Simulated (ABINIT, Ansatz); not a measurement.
**CdWO4 (P2/c): one start, several treatments of the self-energy**

Wanted: the gap of CdWO4 (P2/c) under several approximations, with cost.

Calculated with ABINIT 10.8.3; LDA and many-body steps on it, plane waves.

**Experimental background.**

- Gap 4.15 eV: direct gap from absorption edge with Urbach fit; optical absorption; 300 K; bulk crystal (thin cleaved platelet of Czochralski crystal, 10-30 um thick) (“Optical absorption of divalent metal tungstates: Correlation between the band-gap energy and the cation ionic radius”, 2008, arxiv:0807.2115).

### Step 1. Starting point

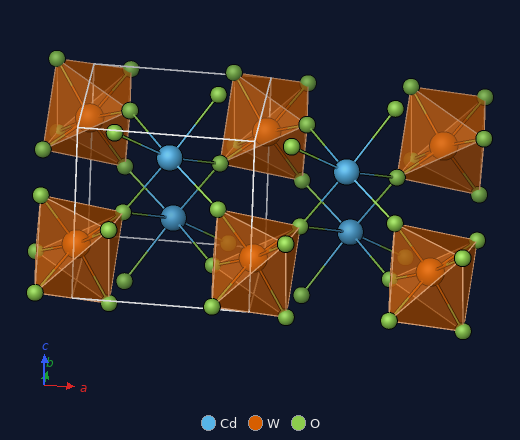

The cell as given, slightly off an axis (cadmium blue, tungsten orange, oxygen green). 2×1×1 cells are drawn. Some periodic images of atoms are drawn too.

The cell and positions come from the Crystallography Open Database and are kept as given unless a step says otherwise. Spin-orbit coupling is left out unless a step names it.

### Step 2. Empty states on the mesh, 2×2×2 mesh, 437 bands

This step: ABINIT 10.8.3; DFT, LDA, plane waves, norm-conserving pseudopotentials.

The sums over transitions need many empty states on a uniform mesh; this step solves for them.

Contents of run.abi:

```
acell 3*1.0 Angstrom
rprim 
  5.040000000000 -0.000000000000 -0.000000000000
  -0.000000000000 5.870100000000 -0.000000000000
  -0.130957318200 -0.000000000000 5.082413107100
ntypat 3
znucl 48 74 8
natom 12
typat 1 1 2 2 3 3 3 3 3 3 3 3
xred 
  0.500000000000 0.697290000000 0.250000000000
  0.500000000000 0.302710000000 0.750000000000
  -0.000000000000 0.178550000000 0.250000000000
  -0.000000000000 0.821450000000 0.750000000000
  0.201800000000 0.095500000000 0.950400000000
  0.798200000000 0.095500000000 0.549600000000
  0.798200000000 0.904500000000 0.049600000000
  0.201800000000 0.904500000000 0.450400000000
  0.242000000000 0.370300000000 0.383900000000
  0.758000000000 0.370300000000 0.116100000000
  0.758000000000 0.629700000000 0.616100000000
  0.242000000000 0.629700000000 0.883900000000
pp_dirpath "pseudos"
pseudos "Cd.upf, W.upf, O.upf"
ecut 47
ngkpt 2 2 2
nshiftk 1
shiftk 0 0 0
kptopt 1
chksymbreak 0
iscf -2
irdden 1
istwfk *1
nband 437
nbdbuf 38
tolwfr 1e-09
nstep 60
prtvol 0
indata_prefix "in"
outdata_prefix "out"
tmpdata_prefix "tmp"
```

The run is started by

```
OMP_NUM_THREADS=1 mpirun -n 16 abinit run.abi > log
```

Numbers of over 12 decimals in the logs are rounded to 6 here.

The log of the run:

```text
.Version 10.8.3 of ABINIT. v10.8.2 released Aug 2026.

 Symmetries : space group P2/c (# 13); Bravais mP (primitive monocl.)
[... echo of the input left out ...]
== DATASET  1 ==================================================================
-   mpi_nproc: 16, omp_nthreads: 1 (-1 if OMP is not activated)
-    --> not optimal distribution: autoparal keyword recommended in input file <--

--- !DatasetInfo
iteration_state: {dtset: 1, }
dimensions: {natom: 12, nkpt: 8, mband: 437, nsppol: 1, nspinor: 1, nspden: 1, mpw: 15656, }
cutoff_energies: {ecut:  47.0, pawecutdg:  -1.0, }
[...]
3.72380    3.72524    3.73980    3.74325    3.76168    3.76316    3.76884    3.77552
   3.77744    3.78173    3.78583    3.79113    3.80199    3.81740    3.82156    3.82964
   3.83297    3.84171    3.85066    3.85207    3.86067
 prteigrs : prtvol=0 or 1, do not print more k-points.

== END DATASET(S) ==============================================================
================================================================================

 -outvars: echo values of variables after computation  --------
            nband         437
             nkpt           8
          spgroup          13
 [... the other variables as echoed above ...]

 Calculation completed.
```

Elapsed: 23 min, on 16 MPI ranks of Intel Xeon 6975P-C (Granite Rapids), shared host; peak memory 2.5 GiB.

This step gave:

```yaml
gap: 2.998 eV
k_of_the_valence_top: 0, 0.5, 0
k_of_the_conduction_bottom: 0, 0.5, 0
least_direct_gap: 2.998 eV
k_points_computed: 8
lowest_point_of_the_top_converged_band_above_the_valence_top: 91.8455 eV
```

On this mesh the gap is 2.998 eV.

The density comes from a self-consistent run that is not shown.

### Step 3. Screening, 2×2×2 mesh, 197 bands, screening to 114.3 eV

The RPA dielectric matrix is built and inverted for each q.

This step: RPA screening on LDA, plane waves, norm-conserving pseudopotentials.

run.abi: that of step 2 with these lines changed.

```diff
@@ -30,10 +30,11 @@
 chksymbreak 0
-iscf -2
-irdden 1
 istwfk *1
-nband 437
-nbdbuf 38
-tolwfr 1e-09
-nstep 60
-prtvol 0
+occopt 1
+irdwfk 1
+optdriver 3
+nband 197
+ecuteps 4.2
+inclvkb 2
+awtr 1
+symchi 1
 indata_prefix "in"
```

The log of the run:

```text
.Version 10.8.3 of ABINIT. v10.8.2 released Aug 2026.

 Symmetries : space group P2/c (# 13); Bravais mP (primitive monocl.)
[... echo of the input left out ...]
== DATASET  1 ==================================================================
-   mpi_nproc: 16, omp_nthreads: 1 (-1 if OMP is not activated)

--- !DatasetInfo
iteration_state: {dtset: 1, }
dimensions: {natom: 12, nkpt: 8, mband: 197, nsppol: 1, nspinor: 1, nspden: 1, mpw: 15656, }
cutoff_energies: {ecut:  47.0, pawecutdg:  -1.0, }
electrons: {nelect:   1.16000000E+02, charge:   0.00000000E+00, occopt:   1.00000000E+00, tsmear:   1.00000000E-02, }

 SCREENING: Calculation of the susceptibility and dielectric matrices

 Based on a program developped by R.W. Godby, V. Olevano, G. Onida, and L. Reining.
 Incorporated in ABINIT by V. Olevano, G.-M. Rignanese, and M. Torrent.
.Using double precision arithmetic ; gwpc =  8

[... cell and pseudopotentials left out ...]
--------------------------------------------------------------------------------

 ==== K-mesh for the wavefunctions ====
 Number of points in the irreducible wedge :     8
[... list of points left out ...]
 Together with  4 symmetry operations and time-reversal symmetry
 yields     8 points in the full Brillouin Zone.

 ==== Q-mesh for the screening function ====
 Number of points in the irreducible wedge :     8
[... list of points left out ...]
 Together with  4 symmetry operations and time-reversal symmetry
 yields     8 points in the full Brillouin Zone.

 setmesh: FFT mesh size selected  =    40x   45x   40
          total number of points  =        72000

 vcoul_init : cutoff-mode = AUXILIARY_FUNCTION
 q-points for optical limit:   1
     1)      0.000010    0.000020    0.000030

- screening: taking advantage of time-reversal symmetry
- Maximum band index for partially occupied states nbvw = 58
- Remaining bands to be divided among processors   nbcw = 139
- Number of bands treated by each node ~8

 Number of electrons calculated from density =  116.0000; Expected =  116.0000
 average of density, n =  0.114318
 r_s =    1.2782
 omega_plasma =   32.6147 [eV]

 calculating chi0 at frequencies [eV] :
  1    0.000000E+00    0.000000E+00
  2    0.000000E+00    3.261469E+01

--------------------------------------------------------------------------------
  q-point number  1        q = ( 0.000000, 0.000000, 0.000000) [r.l.u.]
--------------------------------------------------------------------------------
[... chi0 elements left out ...]
 For q-point:  0.000010 0.000020 0.000030
  dielectric constant =   5.0544
  dielectric constant without local fields =   5.7063

  Average fulfillment of the sum rule on Im[epsilon] for q-point    1 :     50.23  [%]
[... wings left out ...]
  q-point number  2        q = ( 0.500000, 0.000000, 0.000000) [r.l.u.]
--------------------------------------------------------------------------------
[... chi0 elements left out ...]
  Average fulfillment of the sum rule on Im[epsilon] for q-point    2 :     56.02  [%]

 [... 6 further q-points ...]
```

Run time: 3.7 min. Hardware: 16 MPI ranks; peak memory 18 GiB; 59 min of CPU time.

Numbers from this step:

```yaml
eps_infinity_with_local_fields_on_this_mesh_along_the_program_s_q_direction: 5.054
the_same_without_local_fields: 5.706
plasma_frequency: 32.61 eV
plane_waves_in_the_screening_matrix: 407
```

Local fields lower ε∞ by 11 %. On a Γ-centred mesh this coarse the value itself is usually too large, while a short band sum pulls it down.

### Step 4. G0W0, Godby-Needs plasmon pole

The self-energy is evaluated for the states that the input lists, and the levels follow from it, in one-shot runs by the linearised quasiparticle equation.

This step: G0W0 on LDA, plane waves, norm-conserving pseudopotentials.

run.abi: that of step 3 with these lines changed.

```diff
@@ -33,8 +33,17 @@
 irdwfk 1
-optdriver 3
+optdriver 4
 nband 197
+gwcalctyp 0
+ecutsigx 47
+symsigma 1
+nkptgw 2
+kptgw 
+  0.0000000000 0.5000000000 0.0000000000
+  0.0000000000 0.0000000000 0.0000000000
+bdgw 
+  57 61
+  57 60
 ecuteps 4.2
-inclvkb 2
-awtr 1
-symchi 1
+irdscr 1
+ppmodel 1
 indata_prefix "in"
```

The log of the run:

```text
.Version 10.8.3 of ABINIT. v10.8.2 released Aug 2026.

 Symmetries : space group P2/c (# 13); Bravais mP (primitive monocl.)
[... echo of the input left out ...]
== DATASET  1 ==================================================================
-   mpi_nproc: 16, omp_nthreads: 1 (-1 if OMP is not activated)

--- !DatasetInfo
iteration_state: {dtset: 1, }
dimensions: {natom: 12, nkpt: 8, mband: 197, nsppol: 1, nspinor: 1, nspden: 1, mpw: 15656, }
cutoff_energies: {ecut:  47.0, pawecutdg:  -1.0, }
electrons: {nelect:   1.16000000E+02, charge:   0.00000000E+00, occopt:   1.00000000E+00, tsmear:   1.00000000E-02, }

 SIGMA: Calculation of the GW corrections

 Based on a program developped by R.W. Godby, V. Olevano, G. Onida, and L. Reining.
 Incorporated in ABINIT by V. Olevano, G.-M. Rignanese, and M. Torrent.
.Using double precision arithmetic ; gwpc =  8

[... cell and pseudopotentials left out ...]
--------------------------------------------------------------------------------

 ==== K-mesh for the wavefunctions ====
 Number of points in the irreducible wedge :     8
[... list of points left out ...]
 Together with  4 symmetry operations and time-reversal symmetry
 yields     8 points in the full Brillouin Zone.

 ==== Q-mesh for screening function ====
 Number of points in the irreducible wedge :     8
[... list of points left out ...]
 Together with  4 symmetry operations and time-reversal symmetry
 yields     8 points in the full Brillouin Zone.

 vcoul_init : cutoff-mode = AUXILIARY_FUNCTION
 q-points for optical limit:   1
     1)      0.000010    0.000020    0.000030
 setmesh: FFT mesh size selected  =    60x   72x   60
          total number of points  =       259200

 Number of electrons calculated from density =  116.0000; Expected =  116.0000
 average of density, n =  0.114318
 r_s =    1.2782
 omega_plasma =   32.6147 [eV]

 === KS Band Gaps ===
  >>>> For spin  1
   Minimum direct gap =   2.9976 [eV], located at k-point      :   0.0000  0.5000  0.0000
   Fundamental gap    =   2.9976 [eV], Top of valence bands at :   0.0000  0.5000  0.0000
                                       Bottom of conduction at :   0.0000  0.5000  0.0000
 SIGMA fundamental parameters:
 PLASMON POLE MODEL  1
 number of plane-waves for SigmaX                15641
 number of plane-waves for SigmaC and W            407
 number of plane-waves for wavefunctions         15641
 number of bands                                   197
 number of independent spin polarizations            1
 number of spinorial components                      1
 number of k-points in IBZ                           8
 number of q-points in IBZ                           8
 number of symmetry operations                       4
 number of k-points in BZ                            8
 number of q-points in BZ                            8
 number of frequencies for dSigma/dE                 9
 frequency step for dSigma/dE [eV]                0.25
 number of omega for Sigma on real axis              0
 max omega for Sigma on real axis  [eV]           0.00
 zcut for avoiding poles [eV]                     0.10

 EPSILON^-1 parameters (SCR file):
 dimension of the eps^-1 matrix on file            407
 dimension of the eps^-1 matrix used               407
 number of plane-waves for wavefunctions         15641
 number of bands                                   197
 number of q-points in IBZ                           8
 number of frequencies                               2
 number of real frequencies                          1
 number of imag frequencies                          1

 matrix elements of self-energy operator (all in [eV])

 Perturbative Calculation

--- !SelfEnergy_ee
iteration_state: {dtset: 1, }
kpoint     : [   0.000,    0.500,    0.000, ]
spin       : 1
KS_gap     :    2.998
QP_gap     :    4.828
Delta_QP_KS:    1.831
data: !SigmaeeData |
     Band     E0 <VxcDFT>   SigX SigC(E0)      Z dSigC/dE  Sig(E)    E-E0       E
       57   4.958 -19.439 -24.445   4.937   0.780  -0.283 -19.492  -0.053   4.905
       58   5.524 -20.960 -25.788   4.830   0.789  -0.267 -20.958   0.001   5.525
       59   8.521 -17.109 -11.449  -3.446   0.828  -0.208 -15.277   1.832  10.353
       60   9.410 -16.657 -11.695  -3.413   0.822  -0.216 -15.383   1.274  10.684
       61   9.411 -18.189 -11.695  -3.413   0.822  -0.216 -15.655   2.534  11.945

--- !SelfEnergy_ee
iteration_state: {dtset: 1, }
kpoint     : [   0.000,    0.000,    0.000, ]
spin       : 1
KS_gap     :    3.643
QP_gap     :    5.483
Delta_QP_KS:    1.840
data: !SigmaeeData |
     Band     E0 <VxcDFT>   SigX SigC(E0)      Z dSigC/dE  Sig(E)    E-E0       E
       57   5.217 -19.763 -24.770   4.976   0.779  -0.283 -19.787  -0.024   5.193
       58   5.262 -20.830 -25.536   4.685   0.790  -0.265 -20.847  -0.017   5.245
       59   8.904 -17.169 -11.869  -3.086   0.823  -0.215 -15.345   1.823  10.728
       60   9.354 -18.087 -12.337  -3.350   0.819  -0.221 -16.122   1.965  11.319

== END DATASET(S) ==============================================================
================================================================================

 -outvars: echo values of variables after computation  --------
           etotal      0.0000000000E+00
            nband         197
             nkpt           8
          spgroup          13
 [... the other variables as echoed above ...]

 Calculation completed.
```

The job ended after 20 s (16 MPI ranks; peak memory 6.2 GiB).

Numbers from this step:

- G0W0 gap on the points computed: 4.828 eV
- starting gap on the mesh: 2.998 eV
- k of the valence top: 0, 0.5, 0
- k of the conduction bottom: 0, 0.5, 0
- Z at the valence top: 0.789
- Z at the conduction bottom: 0.828
- least direct G0W0 gap on the computed points: 4.828 eV

The gap on the mesh goes from 3.00 eV to 4.83 eV, a correction of +1.83 eV.

### Step 5. G0W0, von der Linden-Horsch plasmon pole

run.abi: that of step 4 with these lines changed.

```diff
@@ -47,3 +47,3 @@
 irdscr 1
-ppmodel 1
+ppmodel 3
 indata_prefix "in"
```

The log of the run:

```text
.Version 10.8.3 of ABINIT. v10.8.2 released Aug 2026.

 Symmetries : space group P2/c (# 13); Bravais mP (primitive monocl.)
[... echo of the input left out ...]
== DATASET  1 ==================================================================
-   mpi_nproc: 16, omp_nthreads: 1 (-1 if OMP is not activated)

--- !DatasetInfo
iteration_state: {dtset: 1, }
dimensions: {natom: 12, nkpt: 8, mband: 197, nsppol: 1, nspinor: 1, nspden: 1, mpw: 15656, }
cutoff_energies: {ecut:  47.0, pawecutdg:  -1.0, }
electrons: {nelect:   1.16000000E+02, charge:   0.00000000E+00, occopt:   1.00000000E+00, tsmear:   1.00000000E-02, }

 SIGMA: Calculation of the GW corrections

 Based on a program developped by R.W. Godby, V. Olevano, G. Onida, and L. Reining.
 Incorporated in ABINIT by V. Olevano, G.-M. Rignanese, and M. Torrent.
.Using double precision arithmetic ; gwpc =  8

[... cell and pseudopotentials left out ...]
--------------------------------------------------------------------------------

 ==== K-mesh for the wavefunctions ====
 Number of points in the irreducible wedge :     8
[... list of points left out ...]
 Together with  4 symmetry operations and time-reversal symmetry
 yields     8 points in the full Brillouin Zone.

 ==== Q-mesh for screening function ====
 Number of points in the irreducible wedge :     8
[... list of points left out ...]
 Together with  4 symmetry operations and time-reversal symmetry
 yields     8 points in the full Brillouin Zone.

 vcoul_init : cutoff-mode = AUXILIARY_FUNCTION
 q-points for optical limit:   1
     1)      0.000010    0.000020    0.000030
 setmesh: FFT mesh size selected  =    60x   72x   60
          total number of points  =       259200

 Number of electrons calculated from density =  116.0000; Expected =  116.0000
[...]
number of omega for Sigma on real axis              0
 max omega for Sigma on real axis  [eV]           0.00
 zcut for avoiding poles [eV]                     0.10

 EPSILON^-1 parameters (SCR file):
 dimension of the eps^-1 matrix on file            407
 dimension of the eps^-1 matrix used               407
 number of plane-waves for wavefunctions         15641
 number of bands                                   197
 number of q-points in IBZ                           8
 number of frequencies                               2
 number of real frequencies                          1
 number of imag frequencies                          1

 matrix elements of self-energy operator (all in [eV])

 Perturbative Calculation

--- !SelfEnergy_ee
iteration_state: {dtset: 1, }
kpoint     : [   0.000,    0.500,    0.000, ]
spin       : 1
KS_gap     :    2.998
QP_gap     :    4.880
Delta_QP_KS:    1.883
data: !SigmaeeData |
     Band     E0 <VxcDFT>   SigX SigC(E0)      Z dSigC/dE  Sig(E)    E-E0       E
       57   4.958 -19.439 -24.445   4.799   0.847  -0.181 -19.615  -0.175   4.783
       58   5.524 -20.960 -25.788   4.770   0.851  -0.174 -21.009  -0.049   5.474
       59   8.521 -17.109 -11.449  -3.576   0.880  -0.136 -15.275   1.834  10.355
[...]
--- !SelfEnergy_ee
iteration_state: {dtset: 1, }
kpoint     : [   0.000,    0.000,    0.000, ]
spin       : 1
KS_gap     :    3.643
QP_gap     :    5.564
Delta_QP_KS:    1.921
data: !SigmaeeData |
     Band     E0 <VxcDFT>   SigX SigC(E0)      Z dSigC/dE  Sig(E)    E-E0       E
[...]
59   8.904 -17.169 -11.869  -3.199   0.877  -0.140 -15.326   1.843  10.747
       60   9.354 -18.087 -12.337  -3.403   0.873  -0.146 -16.038   2.049  11.403

== END DATASET(S) ==============================================================
================================================================================

 -outvars: echo values of variables after computation  --------
           etotal      0.0000000000E+00
            nband         197
             nkpt           8
          spgroup          13
 [... the other variables as echoed above ...]

 Calculation completed.
```

It took 18 s on 16 MPI ranks; peak memory 5.3 GiB.

Numbers from this step:

```
G0W0 gap on the points computed              : 4.881 eV
starting gap on the mesh                     : 2.998 eV
k of the valence top                         : 0, 0.5, 0
k of the conduction bottom                   : 0, 0.5, 0
Z at the valence top                         : 0.851
Z at the conduction bottom                   : 0.88
least direct G0W0 gap on the computed points : 4.881 eV
```

Against G0W0 in ABINIT (2×2×2 mesh, 197 bands, screening to 114.3 eV, Godby-Needs plasmon pole), the gap moves by +0.053 eV.

### Step 6. G0W0, Engel-Farid plasmon pole

run.abi: that of step 5 with these lines changed.

```diff
@@ -47,3 +47,3 @@
 irdscr 1
-ppmodel 3
+ppmodel 4
 indata_prefix "in"
```

The log of the run:

```text
.Version 10.8.3 of ABINIT. v10.8.2 released Aug 2026.

 Symmetries : space group P2/c (# 13); Bravais mP (primitive monocl.)
[... echo of the input left out ...]
== DATASET  1 ==================================================================
-   mpi_nproc: 16, omp_nthreads: 1 (-1 if OMP is not activated)

--- !DatasetInfo
iteration_state: {dtset: 1, }
dimensions: {natom: 12, nkpt: 8, mband: 197, nsppol: 1, nspinor: 1, nspden: 1, mpw: 15656, }
cutoff_energies: {ecut:  47.0, pawecutdg:  -1.0, }
[...]
Band     E0 <VxcDFT>   SigX SigC(E0)      Z dSigC/dE  Sig(E)    E-E0       E
[...]
59   8.904 -17.169 -11.869  -3.116   0.837  -0.195 -15.341   1.828  10.732
       60   9.354 -18.087 -12.337  -3.350   0.832  -0.202 -16.091   1.997  11.351

== END DATASET(S) ==============================================================
================================================================================

 -outvars: echo values of variables after computation  --------
           etotal      0.0000000000E+00
            nband         197
             nkpt           8
          spgroup          13
 [... the other variables as echoed above ...]

 Calculation completed.
```

Wall time 18 s (16 MPI ranks); peak memory 5.1 GiB; 4.6 min of CPU time.

This step gave:

```yaml
g0w0_gap_on_the_points_computed: 4.84 eV
starting_gap_on_the_mesh: 2.998 eV
k_of_the_valence_top: 0, 0.5, 0
k_of_the_conduction_bottom: 0, 0.5, 0
least_direct_g0w0_gap_on_the_computed_points: 4.84 eV
```

Against G0W0 in ABINIT (2×2×2 mesh, 197 bands, screening to 114.3 eV, Godby-Needs plasmon pole), the gap moves by +0.012 eV.

(Part 1 of 2 ends here.)

[Paths, hosts, dates, memory and timing lines, banners, echoed tables and standing remarks are left out of the program output.]

[Logs are printed without paths, hosts, clocks, repeated set-up lines and the standing remarks that a program may print on its own settings, such as how far it seeks lower states.]

[Runs of the session that timed out or met a known fault of the program may be left out.]

[Hosts, paths, dates, database ids (printed as entryN), source tags and the programs' standing remarks are cut or masked in the printed files.]

[G0W0 gaps are taken among the corrected bands and points alone; a level outside them can change the order at an edge.]

[Where Ansatz stands beside ABINIT at settings called matched, ABINIT's density can come from a denser mesh and the files from another edition; pairs whose starting gaps differed by over 0.03 eV were left out, so agreement reads better than it is.]
